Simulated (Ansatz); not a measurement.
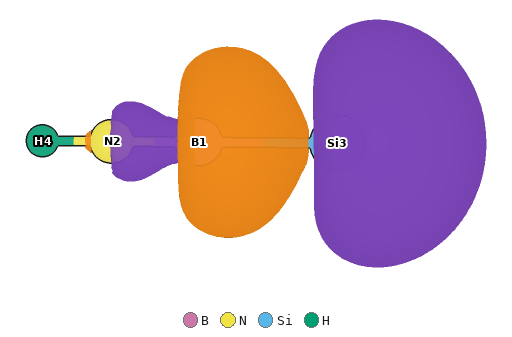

*BHNSi (doublet). The HOMO (β) at ±0.08 Å⁻³ᐟ² (orange and purple are the two phases), seen from one side.*

Geometry: B3LYP/6-31G*.

Method: isolated molecule in a Gaussian basis; Kohn-Sham density functional theory, functional PBE0 in Ansatz.

What is the character of this orbital?

Its weight (Hirshfeld) is mainly on Si3 (about 75 %) and B1 (about 25 %); it is of σ type. Its energy is −7.65 eV.
